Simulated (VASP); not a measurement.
Band structure of LaMg2 (space group Fd-3m). Method: LDA (Ceperley-Alder, Perdew-Zunger), VASP's LDA PAW potentials (set 64) (plane waves; VASP).

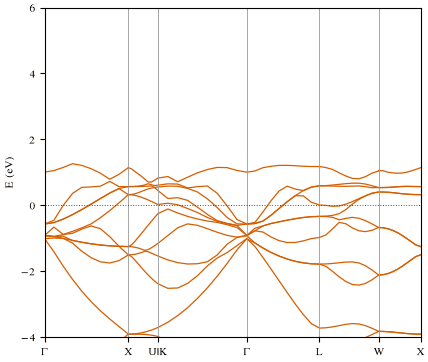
Bands along high-symmetry lines, zero at the valence-band maximum or, without a gap, the Fermi level

Task: Read the plot: is there a gap, and where are the band edges?

Result: It has no gap at this level: it comes out as a metal or semimetal.

The structure comes from a measured LaMg2 entry of the Crystallography Open Database, whose conditions weren't checked. The cell was not relaxed at this level.
